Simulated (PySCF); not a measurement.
C3H7Te, SMILES CC(C)[Te], doublet at its PBE0/def2-SVP optimised geometry (Å):

```
11

C     -1.3910     0.4862    -0.0162
C      0.1278     0.4723     0.0000
C      0.7063    -0.9322     0.0000
Te     0.8566     1.5701     1.7546
H     -1.8070    -0.0402     0.8571
H     -1.7571    -0.0244    -0.9246
H     -1.8009     1.5077    -0.0265
H      0.5156     1.0359    -0.8614
H      0.3644    -1.5077     0.8745
H      0.3772    -1.4690    -0.9075
H      1.8070    -0.9322     0.0000
```

Method: unrestricted PBE0/def2-TZVP, def2 effective core potentials past Kr in PySCF. The core electrons that the potentials of Te replace are not part of the density.

Map of the HOMO amplitude (α) (bohr^(-3/2)) on the plane z = 0.6 Å; orbital energy -6.13 eV, overall sign arbitrary:

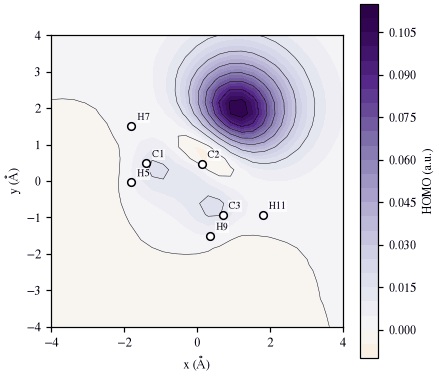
HOMO amplitude (α) (bohr^(-3/2)) on the plane z = 0.6 Å.
